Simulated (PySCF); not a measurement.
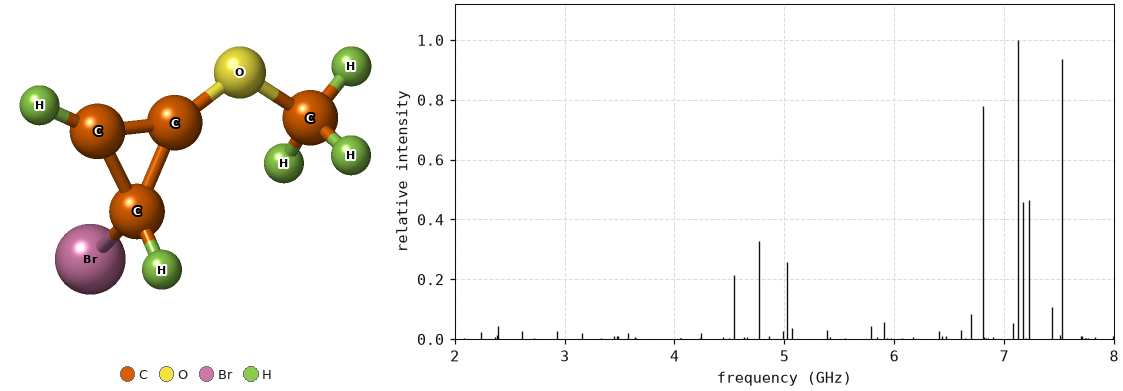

C₄H₅BrO, SMILES COC1=C[C@H]1Br. Simulated rotational absorption lines between 2 and 8 GHz at 3 K: rigid rotor with the equilibrium constants and dipole of one optimised conformer (PBE0-D3(BJ)/def2-SVP, PySCF), commonest isotopes; no centrifugal distortion, hyperfine structure, internal rotation or nuclear-spin weights; lines within 1 MHz of each other are summed.

**What are the rotational constants, and what kind of rotor is it?**

Rotational constants A, B, C = 4.473, 1.315, 1.076 GHz; Ray's κ = −0.86, an asymmetric top on the prolate side.

**Which dipole components drive the lines?**

|μa|, |μb|, |μc| = 2.54, 0.31, 1.06 D; a-type lines carry 86 % of the intensity in this range.

Known limits of this run: coarse grid, loose stop and no frequency check, small forces are noise and the end may be a saddle.
